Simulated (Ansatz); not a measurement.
# A hypothetical structure for CuGe, part 2 of 2

Starting from a made-up structure for CuGe, the aim is the relaxed cell, its shortest contacts and, where a second run follows, its electronic structure.

Ansatz 0.2.0; DFT, PBEsol, plane-wave PAW, files of the set soft_1, scalar-relativistic, ferromagnetic start, cell and ions relaxed at zero pressure; PAW set soft_1 (the session's first sound run).

So far: Starting point; Relaxing cell and atoms.

### Step 2. Relaxing cell and atoms (continued)

Relaxation path:

```
step  energy less that of the first step (eV)  largest force component (eV/Å)  pressure (GPa)  volume (Å³)
   1                                   0.0000                          0.0000           -6.14        31.02
   2                                  -0.0428                          0.0000            0.22        28.91
   3                                  -0.0428                          0.0000           -0.03        28.98
  4*                                  -0.0418                          0.0000           -0.02        28.98
```

Relaxation steps marked * repeat the geometry before them on a plane-wave basis chosen anew for their cell, so energy and pressure can jump there.

Forces are held to the 48 operations that the run works with; a distortion that breaks them can't arise in this run.

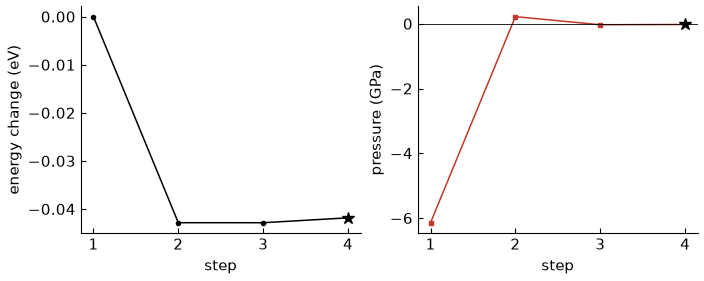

Energy and pressure along the relaxation. Stars mark steps on a basis chosen anew.

```
conventional cell, symmetrised  before  after  change
                         a (Å)   3.142  3.072  -2.2 %
                         b (Å)   3.142  3.072  -2.2 %
                         c (Å)   3.142  3.072  -2.2 %
              volume (Å³/atom)   15.51  14.49  -6.6 %
```

The relaxed structure:

```xyz
2
Lattice="3.0717 0.0000 0.0000 0.0000 3.0717 0.0000 0.0000 0.0000 3.0717" Properties=species:S:1:pos:R:3 pbc="T T T"
Ge    1.5358    1.5358    1.5358
Cu    0.0000    0.0000    0.0000
```

This step gave:

```yaml
free_energy: -10841.8597 eV
energy_at_zero_smearing: -10841.8526 eV
smearing_term_ts: 0.01417 eV
fermi_energy: 14.28 eV
electrons: 33
symmetry_operations: 48
pressure: -0.02269 GPa
```

Shortest distances by pair of elements, guess and relaxed (not always the same contact):

```
 pair  guess (Å)  relaxed (Å)
Cu–Ge      2.721        2.660
Ge–Ge      3.142        3.072
Cu–Cu      3.142        3.072
```

The relaxation ends with a pressure of -0.02 GPa. The starting moments have collapsed: the run ends non-magnetic.

### Step 3. Electronic structure of the relaxed cell

A second self-consistent run takes a narrower smearing and the mesh shown in its input; the bands follow along the standard path of the relaxed lattice.

This step: DFT, PBEsol, plane-wave PAW, files of the set soft_1, scalar-relativistic, no spin, bands and density of states at the relaxed cell; PAW set soft_1 (Ansatz 0.2.0).

input.yaml reads:

```yaml
crystal:
  lattice:
    - [3.071652619, 0.0, 0.0]
    - [0.0, 3.071652619, 0.0]
    - [0.0, 0.0, 3.071652619]
  atoms:
    - { symbol: Ge, position: [0.5, 0.5, 0.5] }
    - { symbol: Cu, position: [0.0, 0.0, 0.0] }
kpoints:
  mp_grid: { grid: [10, 10, 10] }
  band_path:
    path:
      - [[0.0, 0.0, 0.0], [0.0, 0.5, 0.0], [0.5, 0.5, 0.0], [0.0, 0.0, 0.0], [0.5, 0.5, 0.5], [0.0, 0.5, 0.0]]
      - [[0.5, 0.5, 0.0], [0.5, 0.5, 0.5]]
    npoints: 13
scf:
  occupations: { method: fermi_dirac, width: 0.03 }
  n_extra_bands: 6
hamiltonian:
  xc: pbesol
  pseudopotentials: { kind: paw, azcp: { folder: soft_1 }, xc_functional: pbe }
output:
  forces: true
  stress: true
  write_bands: true
  dos: { projected: true }
  write_density: true
  write_potential: true
  elf: true
  volumetric_format: npy
```

Run with:

```console
$ ansatz run input.yaml --threads 4 --pin off --max-ram 8192MiB --backend cpu --events-out ev --progress --plain --runs-dir out
```

Numbers of over 12 decimals in the logs are rounded to 6 here.

The program printed:

```text
[...]
Crystal: 2 atoms, lattice volume = 28.981 Å³
Basis set: ecut = 420 eV, 587 PW (Γ), exchange–correlation on 48×48×48 points (8 copies of the dense FFT grid, shifted against one another)
Bands: 23, of which v1, the nominal top of the filled ones, is band 17 counted from 1 (16 counted from 0)
Symmetry: 48 space group operations
[...]
k-points: 56 of 1000
[...]
SCF iter   1: F=—  HF=-10842.998184 eV  |F-HF|=—  |Δ(HF+E_count)|=         —  Δρ=2.11e-1  dr2=8.89e0  ethr=3.10e-3  ⟨swp⟩=5.0  Hψ=5551  notcnv=0
[...]
SCF iter   9: F=-10841.890411 eV  HF=-10841.890411 eV  |F-HF|=5.75e-8  |Δ(HF+E_count)|=   1.13e-7  Δρ=1.81e-5  dr2=6.51e-8  ethr=3.03e-10  ⟨swp⟩=10.0  Hψ=7540  notcnv=0
SCF 1 converged in 9 iterations: F = -10841.890411 eV  dr2 = 6.51e-8
[...]
NSCF: frozen V_eff on 80 k-points
SCF converged after 9 iterations
Free energy (F): -10841.890411 eV
[...]
Internal energy: -10841.888434 eV  (E = F + TS)
E sigma→0 (E₀):  -10841.889423 eV
Entropy (-TS):   -0.001976 eV (-0.988 meV/atom)
Fermi energy:    14.147915 eV
[...]
--- Stress (GPa, compression-positive) ---
        0.478197       0.000000       0.000000
       -0.000000       0.478197       0.000000
        0.000000      -0.000000       0.478197
  P = ⅓ Tr σ = 0.4782 GPa (4.782 kbar)
--- Band table (eV; the first three rows and the last of 56) ---
  k-point 0: bands = [... 13 lower, 11.1709, 11.1709, 16.3599, 16.3599, 16.3599, 19.6745, 21.8367, 21.8367, ... 2 higher]
  k-point 1: bands = [... 13 lower, 11.1090, 11.1734, 14.9845, 16.5852, 16.5852, 20.2465, 21.9135, 23.0910, ... 2 higher]
  k-point 2: bands = [... 13 lower, 10.9596, 11.1798, 13.0215, 17.2200, 17.2200, 20.7405, 22.1416, 25.9921, ... 2 higher]
  k-point 55: bands = [... 13 lower, 11.5075, 11.5075, 15.2552, 15.2552, 15.2552, 15.9524, 15.9524, 15.9524, ... 2 higher]
```

Wall time 1.5 s (4 threads of Arm Neoverse V1, shared host); peak memory 0.35 GiB; 4.9 s of CPU time.

The column dr2 measures how far the density is from self-consistency, as an energy; F and HF (Harris–Foulkes) agree once it is small.

Numbers from this step:

| Property | Result |
| --- | --- |
| free energy | -10841.8904 eV |
| energy at zero smearing | -10841.8894 eV |
| smearing term TS | 0.001976 eV |
| Fermi energy | 14.15 eV |
| pressure | 0.4782 GPa |

From bands.tsv, the bands that come nearest the Fermi level along the path, at its corners, in eV from the Fermi level:

```tsv
point	band 13	band 14	band 15	band 16	band 17	band 18	band 19	band 20
Γ	-2.98	-2.98	-2.98	2.21	2.21	2.21	5.53	7.69
X	-3.52	-3.52	-2.95	-2.45	5.77	5.77	8.45	8.98
M	-3.91	-3.25	-3.25	-2.66	-1.78	-0.09	6.58	11.89
Γ	-2.98	-2.98	-2.98	2.21	2.21	2.21	5.53	7.69
R	-4.40	-2.64	-2.64	1.11	1.11	1.11	1.80	1.80
X	-3.52	-3.52	-2.95	-2.45	5.77	5.77	8.45	8.98
M	-3.91	-3.25	-3.25	-2.66	-1.78	-0.09	6.58	11.89
R	-4.40	-2.64	-2.64	1.11	1.11	1.11	1.80	1.80
```

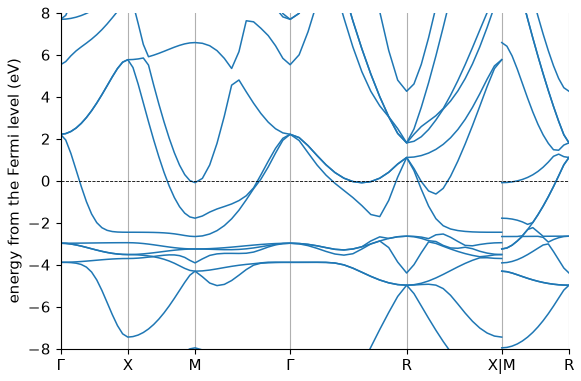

Bands along the path. 9 bands lie wholly below the window drawn.

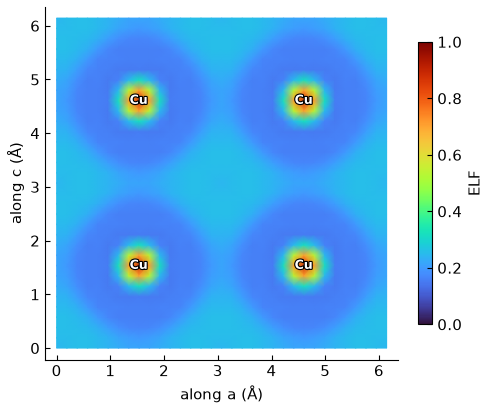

ELF in the ac plane at fractional y = 0.000, with atoms of Cu within 0.2 Å of it. It is the smooth field of the valence electrons, not physical close to the nuclei. The map starts off the cell's origin, so that atoms lie inside it.

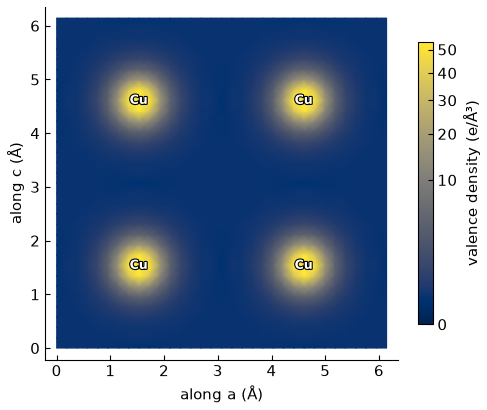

Valence density in the ac plane at fractional y = 0.000, with atoms of Cu within 0.2 Å of it. It is the smooth field of the valence electrons, not physical close to the nuclei. The map starts off the cell's origin, so that atoms lie inside it. The colour scale is stretched toward low values.

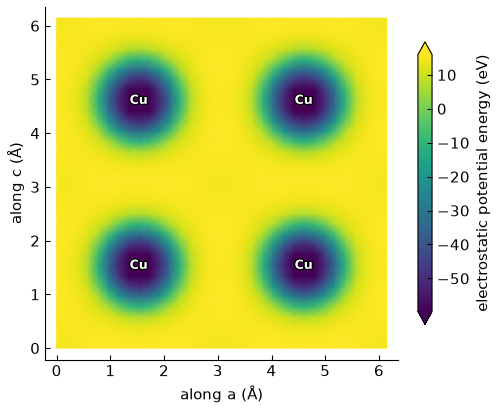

Electrostatic potential energy in the ac plane at fractional y = 0.000, with atoms of Cu within 0.2 Å of it. With pseudopotentials it is smooth inside the atoms' cores, unlike the true potential. The map starts off the cell's origin, so that atoms lie inside it.

### Step 4. What came out

| Property | Result |
| --- | --- |
| space group, relaxed | Pm-3m |
| conventional cell | a = 3.072, b = 3.072, c = 3.072 Å; α = 90.0°, β = 90.0°, γ = 90.0° |
| volume per atom | 14.49 Å³ (guess 15.51) |
| total moment | 0.00 μB in the cell of 2 atoms |

In words: CuGe relaxes to Pm-3m with a = 3.072, b = 3.072 and c = 3.072 Å. The guessed volume was 7 % too large. The space group Pm-3m was held in the relaxation, so the end point is a stationary structure within it and may be a saddle against distortions or other arrangements. The moments died out from this one start and weren't seeded again at the relaxed cell. Bands cross the Fermi level, so it is a metal or semimetal at this level. The electron count is odd, which forces that without spin polarisation or a larger cell. On the 10×10×10 mesh with the narrower smearing (relaxed on 8×8×8) the forces vanish, as symmetry may demand, and the largest stress component is 0.478 GPa, against the relaxation's thresholds of 0.015 eV/Å and 0.05 GPa. The cutoff wasn't tested. No dispersion term is used, so weakly bound directions may come out too long. Nothing here tests whether the compound is stable against decomposition.

[Logs are printed without paths, hosts, clocks, repeated set-up lines and the standing remarks that a program may print on its own settings, such as how far it seeks lower states.]

[Hosts, paths, dates, database ids (printed as entryN), source tags and the programs' standing remarks are cut or masked in the printed files.]
